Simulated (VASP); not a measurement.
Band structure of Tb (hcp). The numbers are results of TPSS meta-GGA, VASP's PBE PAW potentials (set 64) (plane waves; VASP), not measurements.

The 4f electrons are frozen in the core of the lanthanide potential, so 4f levels, which can set the real gap, and their magnetism are missing.

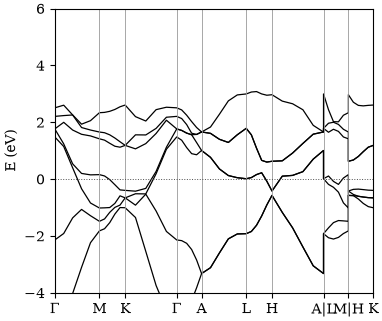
*Bands along high-symmetry lines, zero at the valence-band maximum or, without a gap, the Fermi level*

Q: Read the plot: is there a gap, and where are the band edges?

A: It has no gap at this level: it comes out as a metal or semimetal.

The compound is Tb in the hcp structure. It was relaxed first.
